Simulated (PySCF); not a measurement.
**BSiH3ClO (SMILES [SiH3]O[B]Cl): a chain of runs**

We compute a geometry optimisation (UB3LYP-D3M(BJ)/cc-pV(D+d)Z), then a single-point energy (UMP2/cc-pVDZ) of BSiH3ClO. Input form: a Python script.

Program for the calculation: PySCF 2.14.0.

1 further run of the same task is left out (for a faulty analytic Hessian).

## Step 1: The molecule

BSiH3ClO has 7 atoms, charge 0, and is taken as a doublet. As SMILES, `[SiH3]O[B]Cl`. All atoms were displaced at random from a relaxed shape. The run starts from this shape.

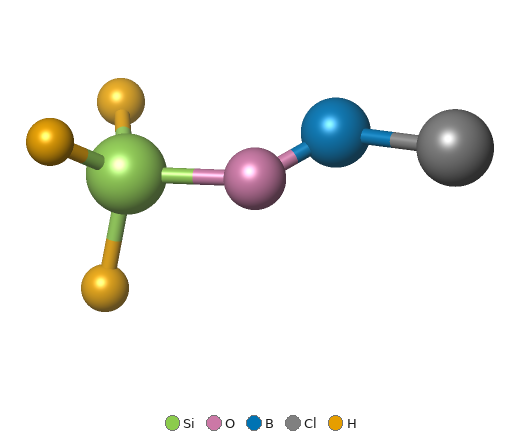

Viewed from a chosen angle; silicon green, oxygen pink, boron blue, chlorine grey, hydrogen amber.

## Step 2: A geometry optimisation at UB3LYP-D3M(BJ)/cc-pV(D+d)Z (density fitting with def2-universal-jkfit) (run 1)

The input, run.py:

```python
from pyscf import gto, dft
from pyscf.geomopt.geometric_solver import kernel as optimise

mol = gto.M(
    atom='''
Si  -0.529955   0.724678   0.467942
O    0.117324  -0.681793  -0.247961
B    1.235568  -0.998291  -0.580852
Cl   1.595696  -2.606756  -1.177761
H   -1.131008   0.557464   1.699652
H    0.534279   1.728731   0.613287
H   -1.558063   1.181468  -0.539337
''',
    spin=1,
    verbose=3,
    max_memory=1860,
    charge=0,
    basis='cc-pv(d+d)z',
)

mf = dft.UKS(mol, xc='b3lyp')
mf = mf.density_fit(auxbasis='def2-universal-jkfit')
mf.max_cycle = 100
mf.disp = 'd3bjm'
converged, mol_eq = optimise(mf, maxsteps=100)
print('converged:', converged)
print(mol_eq.tostring())

mf.reset(mol_eq)
mol = mol_eq
mf.kernel()
if not mf.converged:
    mf = mf.newton().run(mf.mo_coeff, mf.mo_occ)
etot = mf.e_tot
print(f'total energy: {etot:.8f} hartree')
```

Run with:

```sh
$ OMP_NUM_THREADS=1 python run.py
```

Standard output:

```text
maxiter                   100
----------------------------------------------------------
Custom engine selected.
Bonds will be generated from interatomic distances less than 1.20 times sum of covalent radii
21 internal coordinates being used (instead of 21 Cartesians)
Internal coordinate system (atoms numbered from 1):
Distance 1-2
Distance 1-5
Distance 1-6
Distance 1-7
Distance 2-3
Distance 3-4
Angle 2-1-5
Angle 2-1-6
Angle 2-1-7
Angle 5-1-6
Angle 5-1-7
Angle 6-1-7
Angle 1-2-3
Angle 2-3-4
Dihedral 5-1-2-3
Dihedral 6-1-2-3
Dihedral 7-1-2-3
Dihedral 1-2-3-4
Translation-X 1-7
Translation-Y 1-7
Translation-Z 1-7
Rotation-A 1-7
Rotation-B 1-7
Rotation-C 1-7
> ===== Optimization Info: ====
> Job type: Energy minimization
> Maximum number of optimization cycles: 100
> Initial / maximum trust radius (Angstrom): 0.100 / 0.300
> Convergence Criteria:
> Will converge when all 5 criteria are reached:
>  |Delta-E| < 1.00e-06
>  RMS-Grad  < 3.00e-04
>  Max-Grad  < 4.50e-04
>  RMS-Disp  < 1.20e-03
>  Max-Disp  < 1.80e-03
> === End Optimization Info ===

Geometry optimization cycle 1
Cartesian coordinates (Angstrom)
 Atom        New coordinates             dX        dY        dZ
  Si  -0.529955   0.724678   0.467942    0.000000 -0.000000  0.000000
   O   0.117324  -0.681793  -0.247961   -0.000000  0.000000  0.000000
   B   1.235568  -0.998291  -0.580852    0.000000  0.000000  0.000000
  Cl   1.595696  -2.606756  -1.177761    0.000000  0.000000  0.000000
   H  -1.131008   0.557464   1.699652    0.000000  0.000000  0.000000
   H   0.534279   1.728731   0.613287    0.000000 -0.000000  0.000000
   H  -1.558063   1.181468  -0.539337    0.000000  0.000000  0.000000

WARN: Mole.unit (angstrom) is changed to Bohr

WARN: HOMO -0.163790215277725 >= LUMO -0.163790215277724

converged SCF energy = -851.65573035915  <S^2> = 0.75196787  2S+1 = 2.0019669
--------------- DFUKS_Scanner gradients ---------------
         x                y                z
0 Si    -0.0061794271    -0.0179693187     0.0532314878
1 O     0.1483225824    -0.0493590938    -0.0555737992
2 B    -0.1412962244     0.0356529047     0.0400278702
3 Cl    -0.0077547884     0.0154884183     0.0071905040
4 H     0.0176416569     0.0159221316    -0.0390130310
5 H    -0.0052352764    -0.0019608519     0.0008637646
6 H    -0.0055072050     0.0022342883    -0.0067349135
----------------------------------------------
cycle 1: E = -851.655730359  dE = -851.656  norm(grad) = 0.236872
Step    0 : Gradient = 8.953e-02/1.659e-01 (rms/max) Energy = -851.6557303591
Hessian Eigenvalues: 2.30000e-02 2.30000e-02 5.00000e-02 ... 3.01948e-01 3.52048e-01 1.00472e+00

Geometry optimization cycle 2
Cartesian coordinates (Angstrom)
 Atom        New coordinates             dX        dY        dZ
  Si  -0.551472   0.788593   0.428691   -0.021517  0.063915 -0.039251
   O   0.080070  -0.651222  -0.226055   -0.037254  0.030571  0.021906
   B   1.265576  -1.051420  -0.561528    0.030008 -0.053129  0.019324
  Cl   1.651741  -2.672076  -1.202364    0.056045 -0.065320 -0.024603
   H  -1.145883   0.473282   1.748088   -0.014875 -0.084182  0.048436
   H   0.550746   1.772614   0.576659    0.016467  0.043883 -0.036628
   H  -1.586293   1.245102  -0.527920   -0.028230  0.063634  0.011417
converged SCF energy = -851.67831697641  <S^2> = 0.75215241  2S+1 = 2.0021513
--------------- DFUKS_Scanner gradients ---------------
         x                y                z
0 Si    -0.0026632188     0.0017178981     0.0023891387
1 O     0.0333425328    -0.0104862001    -0.0107346348
2 B    -0.0345675156     0.0114938841     0.0095597940
3 Cl     0.0027820908    -0.0032003931    -0.0014869335
4 H     0.0002650327     0.0014949559     0.0000482518
5 H     0.0007132311    -0.0003294143     0.0005084978
6 H     0.0001332461    -0.0006984244    -0.0003225675
----------------------------------------------
cycle 2: E = -851.678316976  dE = -0.0225866  norm(grad) = 0.0528684
Step    1 : Displace = 7.480e-02/9.827e-02 (rms/max) Trust = 1.000e-01 (=) Grad = 1.998e-02/3.766e-02 (rms/max) E (change) = -851.6783169764 (-2.259e-02) Quality = 1.074
Hessian Eigenvalues: 2.29810e-02 2.30000e-02 5.00000e-02 ... 3.09486e-01 3.52032e-01 8.32113e-01

Geometry optimization cycle 3
Cartesian coordinates (Angstrom)
 Atom        New coordinates             dX        dY        dZ
  Si  -0.548140   0.793723   0.422872    0.003332  0.005129 -0.005819
   O   0.086723  -0.643570  -0.218398    0.006653  0.007652  0.007657
   B   1.293250  -1.054820  -0.553722    0.027675 -0.003400  0.007806
  Cl   1.623611  -2.677749  -1.199515   -0.028130 -0.005674  0.002848
   H  -1.140053   0.444948   1.738877    0.005831 -0.028335 -0.009211
   H   0.539294   1.792402   0.573427   -0.011452  0.019788 -0.003233
   H  -1.590646   1.250582  -0.524671   -0.004352  0.005480  0.003249
converged SCF energy = -851.679556861036  <S^2> = 0.75216997  2S+1 = 2.0021688
--------------- DFUKS_Scanner gradients ---------------
         x                y                z
0 Si    -0.0010613371     0.0027933238    -0.0004836196
1 O     0.0120510789    -0.0044767139    -0.0034795377
2 B    -0.0123513112     0.0054804973     0.0039293672
3 Cl     0.0009125929    -0.0022375617    -0.0009340687
4 H    -0.0000132208    -0.0004844903     0.0006087573
5 H     0.0003163065    -0.0004716539     0.0002170101
6 H     0.0001752702    -0.0006229306     0.0001154998
----------------------------------------------
cycle 3: E = -851.679556861  dE = -0.00123988  norm(grad) = 0.0198164
Step    2 : Displace = 2.209e-02/3.071e-02 (rms/max) Trust = 1.414e-01 (+) Grad = 7.490e-03/1.407e-02 (rms/max) E (change) = -851.6795568610 (-1.240e-03) Quality = 1.311
Hessian Eigenvalues: 2.29580e-02 2.30082e-02 4.99958e-02 ... 2.93223e-01 3.45668e-01 6.14071e-01

Geometry optimization cycle 4
Cartesian coordinates (Angstrom)
 Atom        New coordinates             dX        dY        dZ
  Si  -0.546573   0.789908   0.424179    0.001568 -0.003814  0.001307
   O   0.087225  -0.644572  -0.214215    0.000501 -0.001001  0.004183
   B   1.305609  -1.059483  -0.553367    0.012359 -0.004663  0.000355
  Cl   1.614900  -2.677524  -1.202682   -0.008711  0.000225 -0.003167
   H  -1.143364   0.446266   1.738637   -0.003312  0.001319 -0.000240
   H   0.532363   1.798803   0.571241   -0.006930  0.006401 -0.002186
   H  -1.589377   1.254313  -0.521661    0.001269  0.003732  0.003010
converged SCF energy = -851.679776854291  <S^2> = 0.75217474  2S+1 = 2.0021736
--------------- DFUKS_Scanner gradients ---------------
         x                y                z
0 Si    -0.0001194877     0.0009239501    -0.0001698282
1 O     0.0017627278    -0.0009096328    -0.0005589937
2 B    -0.0014889023     0.0012103520     0.0007337966
3 Cl     0.0000240305    -0.0007538820    -0.0002792453
4 H    -0.0001354518    -0.0003186148     0.0002750731
5 H    -0.0000178383    -0.0000821439    -0.0000558036
6 H     0.0000066955    -0.0000958062     0.0000299839
----------------------------------------------
cycle 4: E = -851.679776854  dE = -0.000219993  norm(grad) = 0.00319795
Step    3 : Displace = 7.772e-03/1.402e-02 (rms/max) Trust = 2.000e-01 (+) Grad = 1.209e-03/2.061e-03 (rms/max) E (change) = -851.6797768543 (-2.200e-04) Quality = 1.124
Hessian Eigenvalues: 2.29321e-02 2.30105e-02 4.99616e-02 ... 2.74115e-01 3.42385e-01 5.82411e-01

Geometry optimization cycle 5
Cartesian coordinates (Angstrom)
 Atom        New coordinates             dX        dY        dZ
  Si  -0.547050   0.788378   0.425007   -0.000478 -0.001531  0.000828
   O   0.084025  -0.646019  -0.213064   -0.003199 -0.001447  0.001150
   B   1.304575  -1.060111  -0.553849   -0.001034 -0.000628 -0.000482
  Cl   1.616532  -2.675237  -1.203533    0.001633  0.002288 -0.000851
   H  -1.144256   0.450437   1.739803   -0.000891  0.004171  0.001165
   H   0.533003   1.796650   0.570789    0.000639 -0.002154 -0.000451
   H  -1.588948   1.255950  -0.520646    0.000429  0.001637  0.001015
converged SCF energy = -851.679786202608  <S^2> = 0.75217354  2S+1 = 2.0021724
--------------- DFUKS_Scanner gradients ---------------
         x                y                z
0 Si    -0.0000974853     0.0000677572     0.0000285959
1 O     0.0001933511     0.0000877114    -0.0000429983
2 B    -0.0000213822     0.0001344711     0.0001017054
3 Cl    -0.0000036130    -0.0002368897    -0.0000835128
4 H    -0.0000317441    -0.0000775921     0.0000323955
5 H    -0.0000172596    -0.0000013698    -0.0000632050
6 H     0.0000073037     0.0000017757     0.0000017549
----------------------------------------------
cycle 5: E = -851.679786203  dE = -9.34832e-06  norm(grad) = 0.000407748
Step    4 : Displace = 2.719e-03/3.846e-03 (rms/max) Trust = 2.828e-01 (+) Grad = 1.541e-04/2.512e-04 (rms/max) E (change) = -851.6797862026 (-9.348e-06) Quality = 1.192
Hessian Eigenvalues: 2.24622e-02 2.29779e-02 4.92154e-02 ... 2.80608e-01 3.46586e-01 6.21076e-01

Geometry optimization cycle 6
Cartesian coordinates (Angstrom)
 Atom        New coordinates             dX        dY        dZ
  Si  -0.547375   0.788072   0.425491   -0.000325 -0.000306  0.000484
   O   0.081292  -0.647158  -0.212351   -0.002733 -0.001139  0.000713
   B   1.302433  -1.059729  -0.554126   -0.002142  0.000382 -0.000277
  Cl   1.617647  -2.673454  -1.203604    0.001115  0.001783 -0.000071
   H  -1.144465   0.452924   1.740767   -0.000210  0.002487  0.000965
   H   0.534262   1.794829   0.570881    0.001260 -0.001820  0.000092
   H  -1.588902   1.257030  -0.519968    0.000047  0.001080  0.000678
converged SCF energy = -851.679787784717  <S^2> = 0.75217258  2S+1 = 2.0021714
--------------- DFUKS_Scanner gradients ---------------
         x                y                z
0 Si    -0.0000780252    -0.0001899862     0.0000410354
1 O    -0.0000257142     0.0003156295     0.0000431172
2 B     0.0001084268    -0.0001652657    -0.0000348341
3 Cl     0.0000083475    -0.0000152285    -0.0000031407
4 H     0.0000148920     0.0000099538    -0.0000333988
5 H    -0.0000028790     0.0000153671    -0.0000300268
6 H     0.0000013273     0.0000074794    -0.0000076242
----------------------------------------------
cycle 6: E = -851.679787785  dE = -1.58211e-06  norm(grad) = 0.000435087
Step    5 : Displace = 1.997e-03/2.807e-03 (rms/max) Trust = 3.000e-01 (+) Grad = 1.644e-04/3.196e-04 (rms/max) E (change) = -851.6797877847 (-1.582e-06) Quality = 1.442
Hessian Eigenvalues: 1.80170e-02 2.29660e-02 4.36425e-02 ... 3.11945e-01 3.73655e-01 6.26822e-01

Geometry optimization cycle 7
Cartesian coordinates (Angstrom)
 Atom        New coordinates             dX        dY        dZ
  Si  -0.547770   0.788211   0.426295   -0.000395  0.000140  0.000804
   O   0.077502  -0.648725  -0.211180   -0.003790 -0.001567  0.001172
   B   1.299181  -1.058676  -0.554499   -0.003252  0.001053 -0.000373
  Cl   1.618400  -2.671238  -1.203436    0.000753  0.002216  0.000168
   H  -1.144711   0.455772   1.742242   -0.000246  0.002847  0.001474
   H   0.536162   1.792613   0.571095    0.001900 -0.002216  0.000214
   H  -1.588917   1.258755  -0.518813   -0.000016  0.001725  0.001155
converged SCF energy = -851.679789014114  <S^2> = 0.75217202  2S+1 = 2.0021708
--------------- DFUKS_Scanner gradients ---------------
         x                y                z
0 Si    -0.0000356288    -0.0002807386     0.0000068789
1 O    -0.0000628190     0.0003454408     0.0000454066
2 B     0.0000685864    -0.0003012475    -0.0000844389
3 Cl     0.0000135243     0.0001468695     0.0000558292
4 H     0.0000383016     0.0000579488    -0.0000472244
5 H     0.0000050633     0.0000170116     0.0000087942
6 H    -0.0000049965    -0.0000043690    -0.0000089685
----------------------------------------------
cycle 7: E = -851.679789014  dE = -1.2294e-06  norm(grad) = 0.000583519
Step    6 : Displace = 2.536e-03/3.574e-03 (rms/max) Trust = 3.000e-01 (=) Grad = 2.205e-04/3.540e-04 (rms/max) E (change) = -851.6797890141 (-1.229e-06) Quality = 1.419
Hessian Eigenvalues: 1.15140e-02 2.29632e-02 3.96280e-02 ... 3.22039e-01 3.81318e-01 6.18521e-01

Geometry optimization cycle 8
Cartesian coordinates (Angstrom)
 Atom        New coordinates             dX        dY        dZ
  Si  -0.548184   0.788819   0.427488   -0.000414  0.000607  0.001193
   O   0.073444  -0.650335  -0.209508   -0.004059 -0.001610  0.001672
   B   1.295550  -1.057157  -0.554968   -0.003631  0.001519 -0.000468
  Cl   1.618277  -2.669185  -1.203157   -0.000123  0.002053  0.000279
   H  -1.145070   0.458461   1.744059   -0.000359  0.002689  0.001818
   H   0.538255   1.790587   0.571342    0.002092 -0.002026  0.000246
   H  -1.588934   1.261025  -0.517221   -0.000017  0.002270  0.001591
converged SCF energy = -851.679789903766  <S^2> = 0.75217232  2S+1 = 2.0021711
--------------- DFUKS_Scanner gradients ---------------
         x                y                z
0 Si     0.0000111162    -0.0002064507    -0.0000270773
1 O    -0.0000313849     0.0002106956    -0.0000036887
2 B    -0.0000045731    -0.0002508762    -0.0000577942
3 Cl     0.0000122011     0.0001813657     0.0000679895
4 H     0.0000339692     0.0000575062    -0.0000238683
5 H     0.0000052219     0.0000094459     0.0000285541
6 H    -0.0000095003    -0.0000178443    -0.0000060628
----------------------------------------------
cycle 8: E = -851.679789904  dE = -8.89652e-07  norm(grad) = 0.000446366
Step    7 : Displace = 2.514e-03/3.731e-03 (rms/max) Trust = 3.000e-01 (=) Grad = 1.687e-04/2.575e-04 (rms/max) E (change) = -851.6797899038 (-8.897e-07) Quality = 1.317
Hessian Eigenvalues: 7.71780e-03 2.29616e-02 3.87159e-02 ... 2.95140e-01 3.43690e-01 6.29486e-01

Geometry optimization cycle 9
Cartesian coordinates (Angstrom)
 Atom        New coordinates             dX        dY        dZ
  Si  -0.548478   0.789658   0.428789   -0.000294  0.000839  0.001301
   O   0.070649  -0.651278  -0.207766   -0.002795 -0.000944  0.001742
   B   1.292854  -1.055813  -0.555508   -0.002696  0.001344 -0.000541
  Cl   1.617110  -2.668117  -1.202938   -0.001168  0.001068  0.000220
   H  -1.145453   0.460209   1.745662   -0.000383  0.001748  0.001603
   H   0.539728   1.789559   0.571635    0.001473 -0.001028  0.000293
   H  -1.588888   1.263101  -0.515666    0.000046  0.002076  0.001555
converged SCF energy = -851.679790324862  <S^2> = 0.75217325  2S+1 = 2.0021721
--------------- DFUKS_Scanner gradients ---------------
         x                y                z
0 Si     0.0000339600    -0.0000546957    -0.0000246403
1 O    -0.0000102130     0.0000296915    -0.0000562098
2 B    -0.0000257961    -0.0000877626     0.0000046750
3 Cl     0.0000098055     0.0000948797     0.0000357954
4 H     0.0000139199     0.0000242985     0.0000037847
5 H     0.0000001029     0.0000004484     0.0000186061
6 H    -0.0000085059    -0.0000215925    -0.0000023907
----------------------------------------------
cycle 9: E = -851.679790325  dE = -4.21095e-07  norm(grad) = 0.000171336
Step    8 : Displace = 1.586e-03/2.481e-03 (rms/max) Trust = 3.000e-01 (=) Grad = 6.476e-05/1.019e-04 (rms/max) E (change) = -851.6797903249 (-4.211e-07) Quality = 1.061
Hessian Eigenvalues: 5.78894e-03 2.29590e-02 3.87278e-02 ... 2.57925e-01 3.41758e-01 6.28222e-01

Geometry optimization cycle 10
Cartesian coordinates (Angstrom)
 Atom        New coordinates             dX        dY        dZ
  Si  -0.548589   0.790390   0.429865   -0.000112  0.000732  0.001077
   O   0.069573  -0.651379  -0.206379   -0.001075 -0.000101  0.001387
   B   1.291511  -1.055080  -0.556091   -0.001343  0.000733 -0.000583
  Cl   1.615424  -2.668030  -1.202859   -0.001686  0.000088  0.000078
   H  -1.145716   0.461046   1.746743   -0.000263  0.000838  0.001081
   H   0.540336   1.789545   0.572063    0.000608 -0.000013  0.000429
   H  -1.588775   1.264434  -0.514541    0.000113  0.001333  0.001125
converged SCF energy = -851.67979042757  <S^2> = 0.75217407  2S+1 = 2.0021729
--------------- DFUKS_Scanner gradients ---------------
         x                y                z
0 Si     0.0000302447     0.0000487208     0.0000043565
1 O    -0.0000235598    -0.0000724957    -0.0000774129
2 B     0.0000079342     0.0000344531     0.0000437931
3 Cl     0.0000074524    -0.0000000946     0.0000011957
4 H    -0.0000010445    -0.0000050850     0.0000125628
5 H    -0.0000043998    -0.0000039567    -0.0000023917
6 H    -0.0000053256    -0.0000165608    -0.0000017667
----------------------------------------------
cycle 10: E = -851.679790428  dE = -1.02709e-07  norm(grad) = 0.000137357
Step    9 : Displace = 6.318e-04/1.039e-03 (rms/max) Trust = 3.000e-01 (=) Grad = 5.192e-05/1.086e-04 (rms/max) E (change) = -851.6797904276 (-1.027e-07) Quality = 0.598
Hessian Eigenvalues: 5.78894e-03 2.29590e-02 3.87278e-02 ... 2.57925e-01 3.41758e-01 6.28222e-01
Converged! =D

converged: True
Si         -0.54858944        0.79038994        0.42986532
O           0.06957326       -0.65137893       -0.20637868
B           1.29151120       -1.05508001       -0.55609094
Cl          1.61542378       -2.66802955       -1.20285911
H          -1.14571563        0.46104607        1.74674333
H           0.54033571        1.78954548        0.57206339
H          -1.58877548        1.26443443       -0.51454143

WARN: HOMO -0.167255080974806 >= LUMO -0.16725508097481

converged SCF energy = -851.679790427578  <S^2> = 0.75217398  2S+1 = 2.0021728
total energy: -851.67979043 hartree
```

Wall time 86 s (1 thread of Intel Xeon 6975P-C (Granite Rapids), shared host); peak memory 0.89 GiB.

Step by step:

```
step  energy from the first frame kept (eV)  largest force (eV/Å)
   0                                 0.0000                8.5312
   1                                -0.6146                1.9366
   2                                -0.6484                0.7236
   3                                -0.6543                0.1060
   4                                -0.6546                0.0129
   5                                -0.6546                0.0164
   6                                -0.6547                0.0182
   7                                -0.6547                0.0132
   8                                -0.6547                0.0052
   9                                -0.6547                0.0056
```

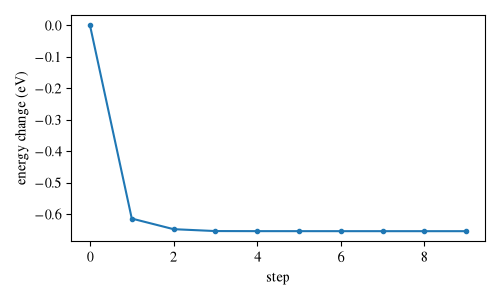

Energy along the run.

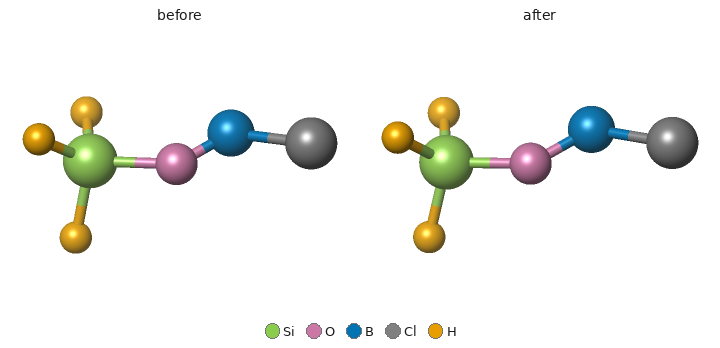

Before and after, at one scale.

After the run. Bond lengths: Si1–O2 1.693 Å, O2–B3 1.334 Å, B3–Cl4 1.768 Å, Si1–H5 1.483 Å, Si1–H6 1.485 Å, Si1–H7 1.483 Å. Angles: Si1–O2–B3 133.7°, O2–B3–Cl4 122.7°, O2–Si1–H5 107.0°, O2–Si1–H6 110.0°, O2–Si1–H7 106.8°, H5–Si1–H6 111.1°, H5–Si1–H7 110.7°, H6–Si1–H7 111.1°.

## Step 3: The energy at UMP2/cc-pVDZ (COSMO chloroform) (run 3)

The input, run.py:

```python
from pyscf import gto, mp, solvent

mol = gto.M(
    atom='''
Si    -0.548589     0.790390     0.429865
O      0.069573    -0.651379    -0.206379
B      1.291511    -1.055080    -0.556091
Cl     1.615424    -2.668030    -1.202859
H     -1.145716     0.461046     1.746743
H      0.540336     1.789545     0.572063
H     -1.588775     1.264434    -0.514541
''',
    basis='cc-pvdz',
    max_memory=1860,
    spin=1,
    verbose=3,
)

myscf = mol.UHF()
myscf = myscf.PCM()
myscf.with_solvent.method = 'COSMO'
myscf.with_solvent.eps = 4.7113  # chloroform
myscf.max_cycle = 100
myscf.kernel()
if not myscf.converged:
    myscf = myscf.newton().run(myscf.mo_coeff, myscf.mo_occ)

pt = mp.MP2(myscf, frozen=12).run()
energy = pt.e_tot
print('E = %.10f Eh' % energy)
```

Run with:

```sh
$ OMP_NUM_THREADS=1 python run.py
```

Standard output:

```text
WARN: PCM is an experimental feature. It is still in testing.
Features and APIs may be changed in the future.

converged SCF energy = -849.804053002284  <S^2> = 0.75440959  2S+1 = 2.0044047
E(UMP2) = -850.279609178081  E_corr = -0.475556175796846
E(SCS-UMP2) = -850.272704631895  E_corr = -0.468651629610355
E = -850.2796091781 Eh
```

Wall time 8.7 s (1 thread of Intel Xeon 6975P-C (Granite Rapids), shared host); peak memory 0.26 GiB.

## Step 4: Results

| quantity | value |
| --- | --- |
| gas phase: total energy at the end | -851.67979 Eh |
| gas phase: dipole moment | 2.31 D |
| gas phase: HOMO energy (highest over α and β) | -5.60 eV |
| gas phase: LUMO energy (lowest over α and β) | -1.89 eV |
| gas phase: dispersion energy | -33.60 kJ/mol |
| gas phase: ⟨S²⟩ | 0.752 |
| COSMO, chloroform: total energy | -850.27961 Eh |
| COSMO, chloroform: dipole moment (Hartree–Fock density) | 3.00 D |
| COSMO, chloroform: HOMO energy (Hartree–Fock orbitals) (highest over α and β) | -9.55 eV |
| COSMO, chloroform: LUMO energy (Hartree–Fock orbitals) (lowest over α and β) | 2.53 eV |
| COSMO, chloroform: correlation energy (12 core orbitals frozen) | -475.6 mEh |
| COSMO, chloroform: solvent term in the energy | -6.8 kJ/mol |
| COSMO, chloroform: ⟨S²⟩ of the reference determinant | 0.754 |

In words: The optimisation (gas phase) took 9 steps and changed the energy by -0.655 eV.
